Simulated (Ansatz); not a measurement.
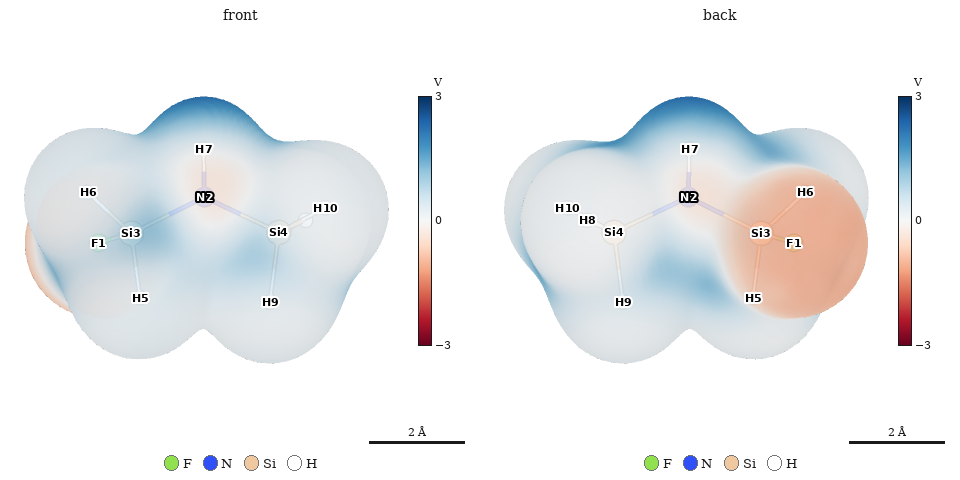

FH6NSi2. The electrostatic potential painted on the density surface at 0.002 e/bohr³, seen from the front and from behind; the colour scale runs from red (negative) to blue (positive).

Geometry: PBE0-D3(BJ)/def2-SVP.

The calculation used isolated molecule in a Gaussian basis; Kohn-Sham density functional theory, functional PBE0 in Ansatz.

Input file:

```
basis:
  gaussian: {orbitals: def2-TZVPD}
crystal:
  periodic: [false, false, false]
  atoms:
    - symbol: F
      position_ang: [1.162527, 0.176296, -4.057074]
    - symbol: "N"
      position_ang: [1.459313, 1.023748, -1.424672]
    - symbol: Si
      position_ang: [0.544858, 1.114482, -2.878485]
    - symbol: Si
      position_ang: [1.287287, -0.108205, -0.103523]
    - symbol: H
      position_ang: [-0.827438, 0.615948, -2.610148]
    - symbol: H
      position_ang: [0.585744, 2.507388, -3.396301]
    - symbol: H
      position_ang: [2.276449, 1.628877, -1.385225]
    - symbol: H
      position_ang: [2.409428, -1.094900, -0.045353]
    - symbol: H
      position_ang: [0.003390, -0.833890, -0.323945]
    - symbol: H
      position_ang: [1.247004, 0.610504, 1.206445]
hamiltonian: {xc: pbe0}
output: {forces: true, orbitals: {seedname: orbitals}}
```

Run with:

```sh
ansatz run input.yaml --threads 1 --pin off --max-ram 2610MiB --events-out events.jsonl --progress --plain --runs-dir runs
```

Describe the electrostatic potential map.

Answer. The most negative region (about −1.1 V) lies over F1, the most positive (about +2.2 V) over H7.

What dipole moment does the calculation give?

Answer. Its dipole moment is 1.78 D.
